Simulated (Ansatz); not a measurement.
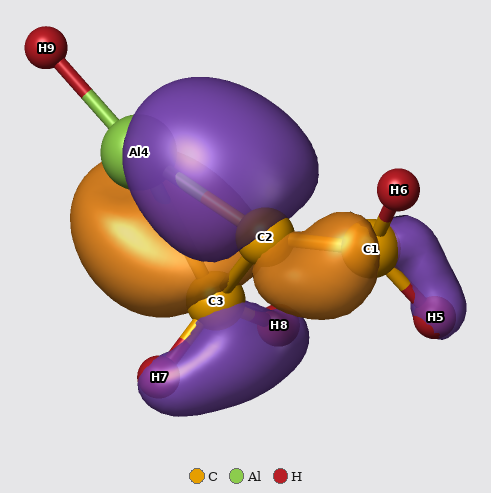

Figure 1: C₃H₅Al. One frontier orbital at ±0.15 Å⁻³ᐟ² (orange and purple are the two phases), seen at a tilt.

Geometry: PBE0-D4/def2-TZVP.

The calculation used RKS PBE0-D4/def2-TZVPP (Ansatz).

| atom | x (Å) | y (Å) | z (Å) |
| --- | --- | --- | --- |
| C | -0.1451 | 1.1531 | -1.1386 |
| C | 0.0376 | 0.4279 | -0.0434 |
| C | 0.4710 | -1.0432 | 0.0973 |
| Al | -0.4522 | -0.3028 | 1.6153 |
| H | 0.1312 | 0.7850 | -2.1277 |
| H | -0.5746 | 2.1497 | -1.0961 |
| H | 1.5430 | -1.1433 | 0.3045 |
| H | 0.1695 | -1.7429 | -0.6828 |
| H | -1.0921 | -0.3298 | 3.0546 |

### Which orbital is it: HOMO or LUMO?

The HOMO, at −6.33 eV. It lies mainly on C3 (about 25 %), Al4 (about 25 %), C2 (about 25 %) and C1 (about 10 %).
